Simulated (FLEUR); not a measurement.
# Convergence study of the k-point mesh for Sr (Fm-3m, 1 atom in the cell)

```xyz
1
Lattice="0.0000 3.0309 3.0309 3.0309 0.0000 3.0309 3.0309 3.0309 0.0000" Properties=species:S:1:pos:R:3 pbc="T T T"
Sr     0.0000     0.0000     0.0000
```

Method of the run: PBE, all-electron FLAPW (FLEUR), scalar-relativistic valence.

Base settings: Kmax = 3.8 1/bohr; GmaxXC = 15.2 1/bohr; xcFunctional = pbe; jspins = 1; l_soc = F; mode = hist; fermiSmearingEnergy = 0.00367493 Htr; mesh (inpgen div1-3) = 4 4 4; inpgen gamma flag = true; Gmax = 15.2 1/bohr.

Moved along: kpt_gamma.

The second cell is the first with its lattice scaled by 0.98.

Only quantities that move along the ladder and can be compared are tabulated.

The starting cell has typed, rounded lattice constants, without a prior relaxation at this level. Its lattice was rescaled by up to half a per cent. Values depend on the basis (sphere radii, cutoffs, local orbitals), which need not be converged.

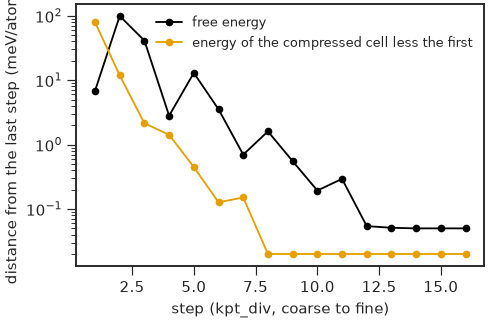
*Distance from the last step along the ladder; very small values are drawn at a floor.*

```tsv
kpt_div	free energy less the last step's (meV/atom)	energy of the compressed cell less the first (meV/atom)
2 2 2	6.82	-74.46
3 3 3	99.24	16.66
4 4 4	-41.07	6.94
5 5 5	-2.80	3.38
6 6 6	12.96	5.25
7 7 7	-3.53	4.93
8 8 8	-0.70	4.65
9 9 9	1.60	4.82
10 10 10	-0.55	4.80
11 11 11	-0.19	4.82
12 12 12	0.29	4.80
14 14 14	-0.05	4.81
15 15 15	0.05	4.81
17 17 17	-0.02	4.81
18 18 18	0.01	4.81
23 23 23	0.00	4.80
28 28 28	0.00	4.80
```

Coarsest kpt_div that holds the free energy within 0.5 meV/atom of the last step, with all finer ones: 11 11 11; the step before is off by 0.55 meV/atom.

Coarsest kpt_div that holds the energy of the compressed cell less the first within 1 meV/atom of the last step, with all finer ones: 6 6 6; the step before is off by 1.4 meV/atom.

The energy difference between the two cells stays within 1 meV/atom of the last step's from 6 6 6 on, the total only from 10 10 10 on: much of the error is common to both cells and cancels.
